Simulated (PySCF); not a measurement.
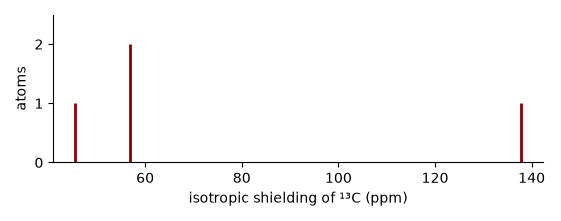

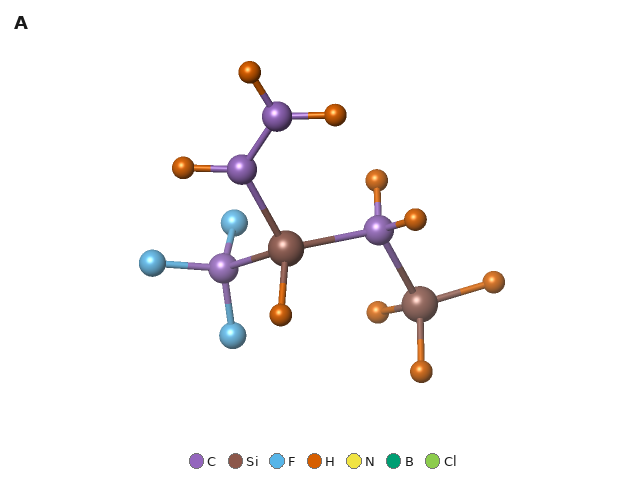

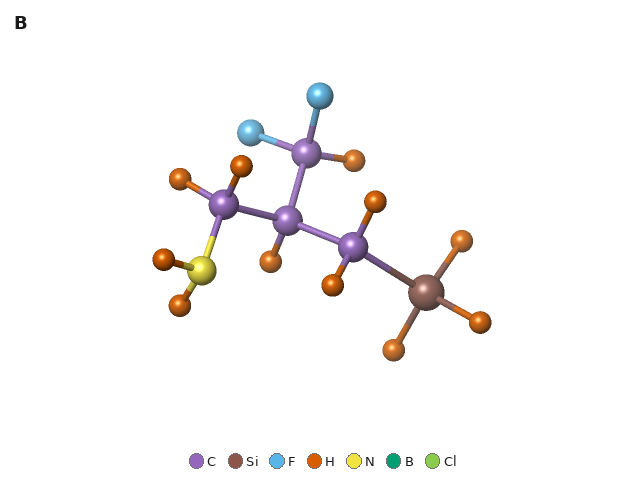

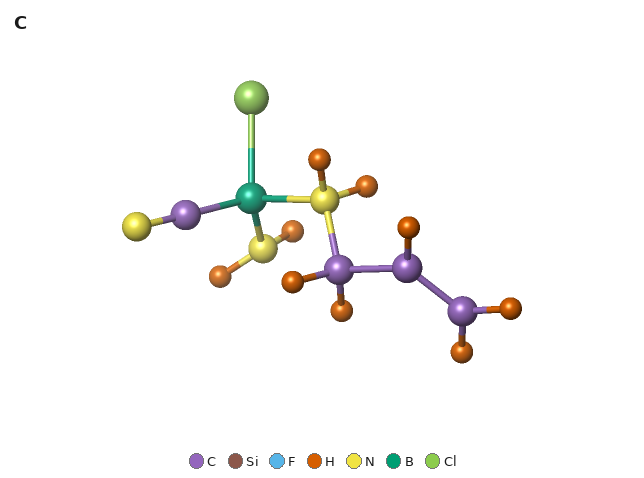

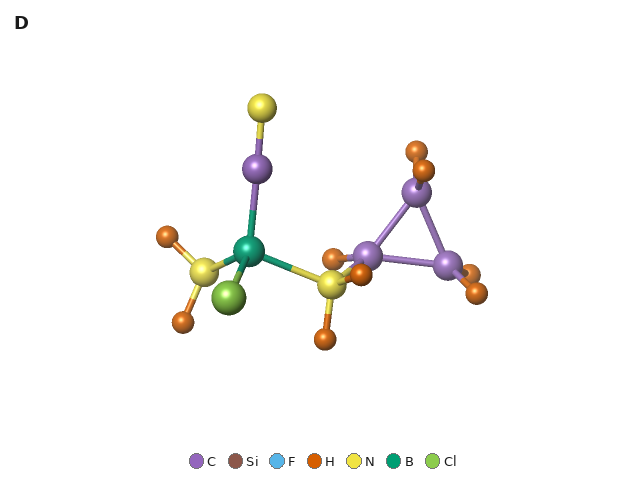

The sticks are computed shieldings of one of the molecules, for one fixed geometry (GFN2-xTB) without averaging over rotations. Low shielding means a high chemical shift. Method: GIAO PBE0/pcSseg-1 NMR shielding, non-relativistic, gas phase (PySCF 2.14.0).

Which molecule gives this pattern?

Answer. C, `C=CC[NH2+][B@-](N)(Cl)C#N`. Its 4 C atoms give lines at 45.6, 56.9 (2 atoms), 137.7 ppm.

The geometry is semi-empirical. Around B, Si such bond lengths and angles can be off by a tenth of an ångström or more and by several degrees, and values that hang on the shape move with them.
